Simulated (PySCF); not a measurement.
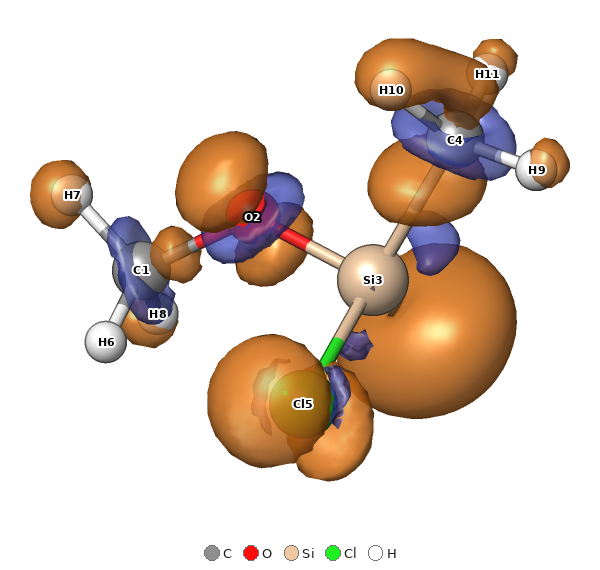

*C$_{2}$H$_{6}$ClOSi, doublet, SMILES `CO[Si](C)Cl`. Fukui function f⁻ = ρ(N) − ρ(N−1) at fixed geometry, surfaces at ±0.03 e/Å³ (orange positive, blue negative).*

Computed with PySCF, LDA (SVWN)/def2-SVP, geometry: GFN2-xTB. No frequency check shows the geometry to be a minimum. GFN2-xTB bond lengths at metals and heavier atoms can be off by up to 0.1 Å and shapes distorted, which carries into these values. GFN2-xTB doesn't know the spin state, so this open-shell geometry is rough.

> On which atoms does the density change most on removal of an electron?

f⁻ (Hirshfeld-condensed) is largest on Si3 (0.36) and Cl5 (0.20); the vertical ionisation energy is 7.50 eV (to the singlet cation, which needn't be its lowest state). Condensed values hint at sites of electrophilic attack but needn't mark the atom that reacts. Orbital relaxation makes it negative in places (0.18 e in all).
